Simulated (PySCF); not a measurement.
```yaml
atoms:
  - { symbol: Cl, position_ang: [0.6399, -0.0028, -0.0030] }
  - { symbol: H, position_ang: [-0.6372, 0.0041, -0.0112] }
```

Geometry: GFN2-xTB.

Computed with PBE0/pcSseg-1, SCF density, gas phase, non-relativistic (PySCF).

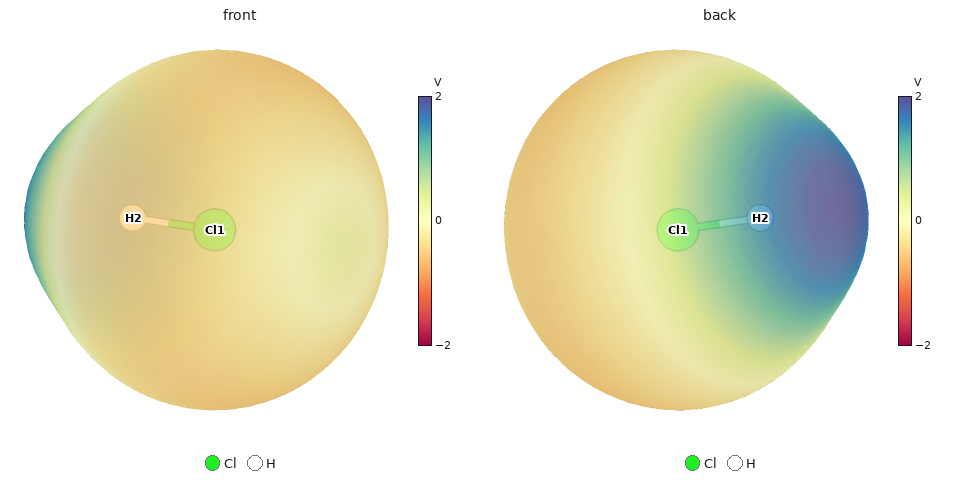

HCl (hydrochloric acid). The molecular electrostatic potential painted on the density surface at 0.001 e/bohr³, seen from the front and from behind; the colour scale runs from red (negative) to blue (positive).

Where is the surface potential most negative and most positive?

Answer. The most negative region (about −0.5 V) lies over Cl1, the most positive (about +2.0 V) over H2. Cl1 shows a σ-hole: about +0.2 V at the tip opposite its bond, against about −0.5 V on its flanks.

How polar is the molecule by this calculation?

Answer. Its dipole moment is 1.46 D.
